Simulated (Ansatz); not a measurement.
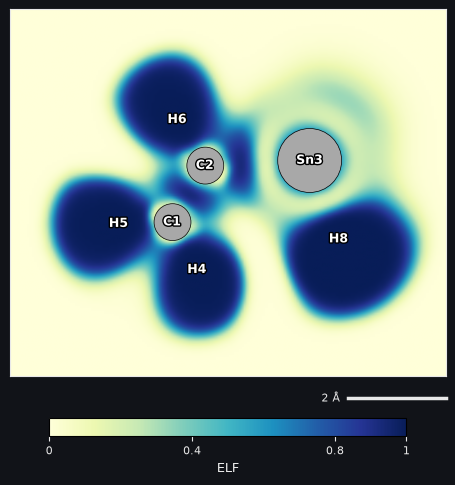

The picture shows: C2H6Sn (SMILES C=[CH][SnH3]). ELF on the plane of atoms Sn3, C2 and H6. Grey discs cover the atomic cores.

Core potentials replace the inner electrons of Sn.

These are results of RKS PBE0-D4/def2-SVP in Ansatz 0.2.0, not measurements.

Input file:

```
crystal:
  periodic: [false, false, false]
  atoms:
    - { symbol: C, position_ang: [-0.7931, 0.8393, -1.1091] }
    - { symbol: C, position_ang: [0.1247, 0.8324, -0.211] }
    - { symbol: Sn, position_ang: [0.4863, -0.9561, 0.8419] }
    - { symbol: H, position_ang: [-1.3717, 0.0186, -1.3344] }
    - { symbol: H, position_ang: [-1.0331, 1.7976, -1.6794] }
    - { symbol: H, position_ang: [0.7283, 1.7317, -0.0071] }
    - { symbol: H, position_ang: [2.191, -1.4681, 0.5509] }
    - { symbol: H, position_ang: [-0.5531, -2.1858, 0.3192] }
    - { symbol: H, position_ang: [0.3092, -0.6559, 2.6119] }
basis:
  gaussian: { orbitals: def2-SVP }
hamiltonian:
  xc: pbe0
  dispersion: d4
relax:
  f_tol: 0.015
  max_steps: 40
output:
  orbitals: {}
```

Command:

```sh
ansatz run input.yaml --threads 1 --pin off --max-ram 2048MiB --backend cpu --events-out ev --progress --plain --runs-dir out
```

The fields are those of the relaxed geometry.

Question: What does the map show?

Answer:
- The plane passes through C, Sn and H nuclei.
- C–C (1.34 Å): the ELF peaks at about 0.95 between the atoms (a short, multiple covalent bond).
- C–Sn (2.14 Å): the ELF peaks at about 0.95 in the valence shell of C, 0.7 Å from its nucleus, and drops to about 0.20 between the two atoms.
- C–H (1.10 Å): the ELF climbs to about 1 towards the hydrogen, as it does in any bond to H: a covalent bond by its length.
- Sn–H (1.71 Å): the ELF climbs to about 1 towards the hydrogen.
